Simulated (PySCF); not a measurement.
```xyz
18

C    -2.7564    0.2217   -0.1282
C    -1.2587    0.1046   -0.0413
C    -0.6030   -1.0769   -0.4122
C     0.7838   -1.1973   -0.3161
C     1.5678   -0.1403    0.1541
C     3.0914   -0.3317    0.2365
O     3.5443   -1.5060   -0.1496
C     0.9172    1.0411    0.5229
C    -0.4695    1.1648    0.4282
H    -3.1344   -0.0918   -1.1157
H    -3.0874    1.2582    0.0410
H    -3.2616   -0.4103    0.6235
H    -1.1969   -1.9204   -0.7860
H     1.3382   -2.1006   -0.5961
H     3.4961    0.5705   -0.3395
H     1.5156    1.8842    0.8915
H    -0.9550    2.1030    0.7229
H     3.3294   -0.0383    1.3168
```

Geometry: PBE0-D3(BJ)/ma-def2-SVP.

Level of theory: DFT single point, gas phase, functional wB97X in PySCF.

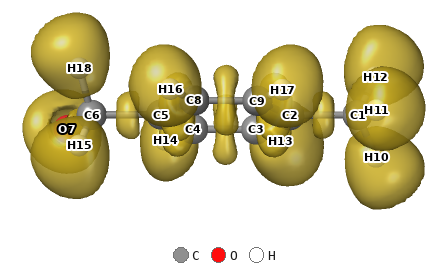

C$_{8}$H$_{9}$O (SMILES Cc1ccc(C[O-])cc1) (charge −1). Isosurface of the electron localisation function at 0.8 (yellow), seen from one side. Only the valence region is drawn (cores and ρ < 0.01 e/Å³ removed).

> Describe the localisation domains.

The ELF exceeds this value in eight regions between bonded C–C atoms (shared pairs), one region between bonded C–O atoms (shared pairs), nine regions around hydrogen nuclei and one ring or bowl of non-bonding electrons around O. Profiles from the grid: C–O (1.32 Å): the ELF peaks at about 0.90 between the atoms (a shared but strongly polarised pair). C–C (1.40 Å): the ELF peaks at about 0.95 between the atoms (a covalent bond).
